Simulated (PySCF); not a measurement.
```xyz
8

C     2.0579    0.1775   -0.3056
C     0.8600    0.2489   -0.2181
C    -0.5877    0.4681   -0.1726
C    -1.2773   -0.5566    0.4062
O    -1.0267    1.5543   -0.6618
H     3.1065    0.0804   -0.3661
H    -2.3529   -0.5285    0.5088
H    -0.7708   -1.4347    0.7845
```

Geometry: GFN2-xTB.

The calculation used PBE0/def2-SVPD, SCF density, gas phase (PySCF).

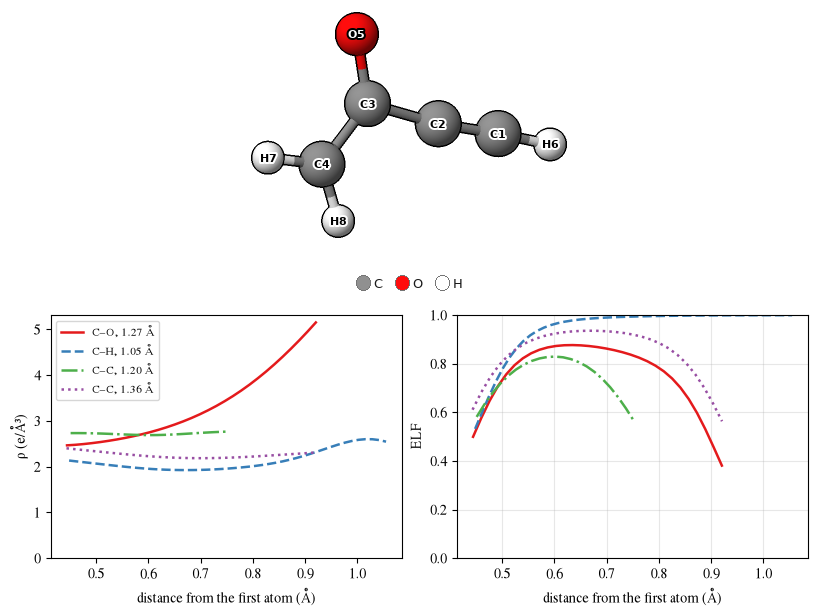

C4H3O (SMILES C#CC(=C)[O-]) (charge −1). Electron density and electron localisation function along straight lines between neighbouring atoms. The curves leave out the atomic cores. The structure is drawn too.

> What kind of bonding do the profiles show?

C–O (1.27 Å): ρ at the midpoint is about 2.9 e/Å³; the ELF peaks at about 0.90 between the atoms; a short, strongly polar bond.
C–H (1.05 Å): the density is about 2 e/Å³ at the midpoint; the ELF climbs to about 1 towards the hydrogen, as it does in any bond to H (a covalent bond by its length).
C–C (1.20 Å): ρ is about 2.7 e/Å³ halfway; the ELF peaks at about 0.85 between the atoms: a short, multiple covalent bond.
C–C (1.36 Å): ρ at the midpoint is about 2.2 e/Å³; the ELF peaks at about 0.95 between the atoms; localised, covalent bonding.
